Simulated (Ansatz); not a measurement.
**CH₈BGaSSn: basis-set convergence**

Aim: see how fast density functionals converge with the basis set for CH₈BGaSSn.

Computed with Ansatz 0.2.0, Gaussian basis. Level: one geometry, several basis sets.

Levels to be run: PBE0-D4/def2-SVP; ωB97M-V/def2-SVP; PBE0-D4/def2-QZVPP; ωB97M-V/def2-QZVPP; the functionals' def2-TZVPP values are taken from earlier runs.

**1. Structure used throughout**

The geometry comes from an earlier relaxation with PBE0-D4 in a triple-zeta def2 set; it is a stationary point, not always the lowest conformer. Sn takes the def2 core potential; no spin-orbit term is included.

SMILES `C[B]([SnH3])[S][GaH2]`, 13 atoms, charge 0, spin multiplicity 1.

Atoms are counted from 1 here; the program's logs count them from 0.

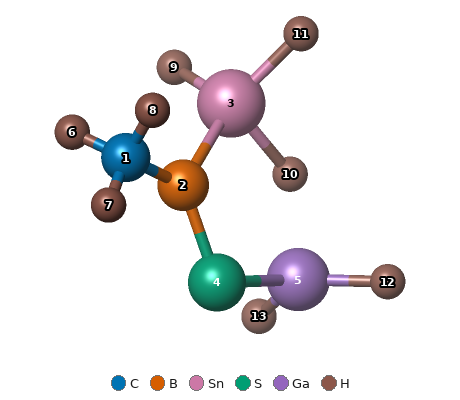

The structure; carbon blue, boron orange, tin pink, sulfur teal, gallium purple, hydrogen brown; atoms are numbered from 1 in the order of the file.

**2. PBE0-D4 in def2-SVP**

File in.yaml:

```yaml
crystal:
  periodic: [false, false, false]
  atoms:
    - {symbol: C, position_ang: [-1.954663, 0.427638, 1.425099]}
    - {symbol: B, position_ang: [-0.878023, 0.071197, 0.353441]}
    - {symbol: Sn, position_ang: [1.332407, 0.391860, 0.676515]}
    - {symbol: S, position_ang: [-1.252507, -0.616351, -1.219902]}
    - {symbol: Ga, position_ang: [0.804506, -0.867657, -2.253488]}
    - {symbol: H, position_ang: [-1.900569, 1.491324, 1.685295]}
    - {symbol: H, position_ang: [-2.973286, 0.204814, 1.099460]}
    - {symbol: H, position_ang: [-1.764172, -0.115321, 2.358316]}
    - {symbol: H, position_ang: [2.042201, 1.948089, 0.685478]}
    - {symbol: H, position_ang: [1.917608, -0.217918, -0.922793]}
    - {symbol: H, position_ang: [2.256059, -0.587404, 1.731669]}
    - {symbol: H, position_ang: [1.297137, -2.351539, -2.276059]}
    - {symbol: H, position_ang: [1.073292, 0.221269, -3.343040]}
basis:
  gaussian: {orbitals: def2-SVP}
hamiltonian: {xc: pbe0, dispersion: d4}
output: {orbitals: {seedname: orbitals}}
```

Started as:

```bash
$ ansatz run in.yaml --threads 4 --pin off --events-out ev --progress --plain --max-ram 10444MiB
```

The runs that follow: ωB97M-V in def2-SVP; PBE0-D4 in def2-QZVPP; ωB97M-V in def2-QZVPP.

Q: Predict the results of all the runs planned. Wanted: PBE0-D4: double and triple zeta above quadruple; ωB97M-V: double and triple zeta above quadruple.

As calculated:

| quantity | value |
| --- | --- |
| PBE0-D4: double and triple zeta above quadruple | 14.24, 1.66 eV |
| ωB97M-V: double and triple zeta above quadruple | 14.31, 1.62 eV |

For PBE0-D4 the step from double to triple zeta gains 12.58 eV and the next only 1.66 eV. Total energies overstate the basis error of differences, where much of it tends to cancel.
